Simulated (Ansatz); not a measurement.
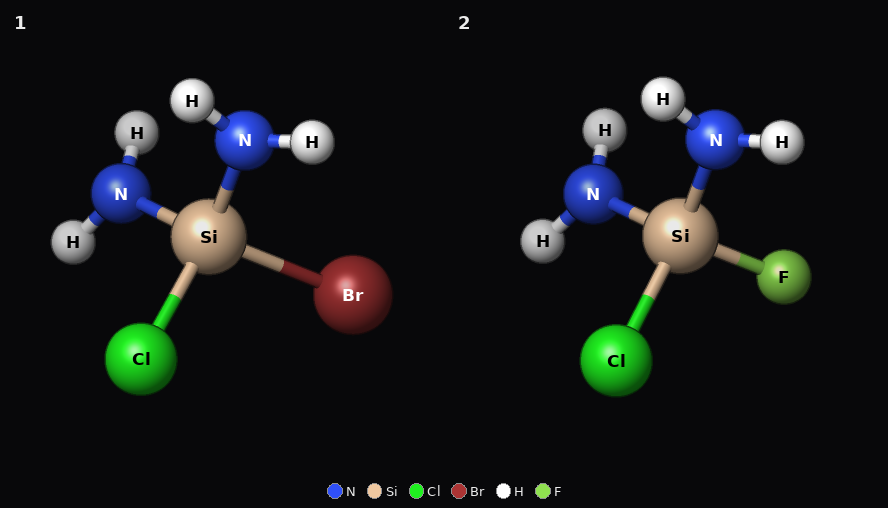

2 molecules with one skeleton, seen from the same side and at one scale. Charge 0, singlet. Computed geometries: PBE0-D4/def2-TZVP optimisations, one conformation each. Properties computed with Ansatz 0.2.0.

One atom differs, called X below: Br in panel 1, F in panel 2. Their formulas are BrClH4N2Si (`N[Si](N)(Cl)Br`), ClFH4N2Si (`N[Si](N)(F)Cl`).

Question: In which is the length of X–Si larger (PBE0-D4/def2-TZVP)?

Answer: In panel 1 (X = Br).

Question: In which is the HOMO–LUMO gap larger (CAM-B3LYP-D4/def2-TZVPP)?

Answer: In panel 2 (X = F).

Give the values. With PBE0-D4/def2-TZVP: length of X–Si (Å), angle Cl–Si–X (°), harmonic zero-point energy (kJ/mol). With CAM-B3LYP-D4/def2-TZVPP: HOMO energy (Kohn–Sham orbital) (eV), HOMO–LUMO gap (eV). With ωB97M-V/def2-TZVPP: dipole moment (D).

| quantity | 1 (Br) | 2 (F) | 2 − 1 |
| --- | --- | --- | --- |
| length of X–Si (Å) | 2.227 | 1.593 | −0.634 |
| angle Cl–Si–X (°) | 105.8 | 104.2 | −1.6 |
| HOMO energy (Kohn–Sham orbital) (eV) | −9.25 | −9.48 | −0.23 |
| HOMO–LUMO gap (eV) | 10.59 | 10.92 | +0.33 |
| dipole moment (D) | 2.42 | 2.46 | +0.04 |
| harmonic zero-point energy (kJ/mol) | 148.4 | 152.9 | +4.5 |
